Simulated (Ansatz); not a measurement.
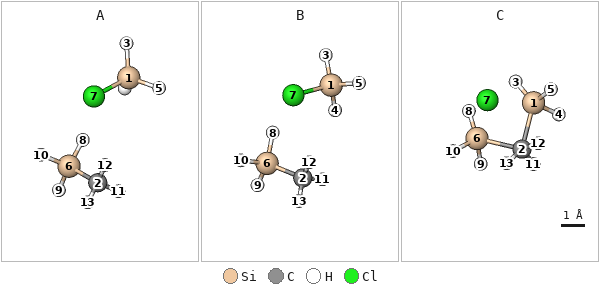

3 geometries from a converged minimum-energy path of CH$_{9}$ClSi$_{2}$, made up of CH6Si and SiH3Cl, shuffled. Style: ball-and-stick. Shown at a tilt.

All numbers below come from RKS PBE/def2-SVP in Ansatz 0.2.0. Run with 5 movable images; climbing image; force threshold 0.05 eV/Å; iteration limit 60; starting path through a guess of the saddle point.

Which frame is the transition state?

Answer. C. In order along the path, whose images run from 0 to 6: C (image 3, +59.9 kcal/mol), B (image 5, +0.1 kcal/mol), A (image 6, 0.0 kcal/mol). Breaking: Si1–C2 (1.89 → 2.10 at the top → 4.78 Å), Si6–Cl7 (2.09 → 2.54 at the top → 4.00 Å). Forming: C2–Si6 (4.73 → 2.10 at the top → 1.89 Å), Si1–Cl7 (3.98 → 2.54 at the top → 2.09 Å).

Limits of the set-up: the start holds two separate molecules, 2.9 Å apart at their closest, whose relative position is a soft coordinate and is computed without a dispersion correction.

Cost: 97 s on 2 threads of Arm Neoverse V2 (shared host), peak memory 0.15 GiB.
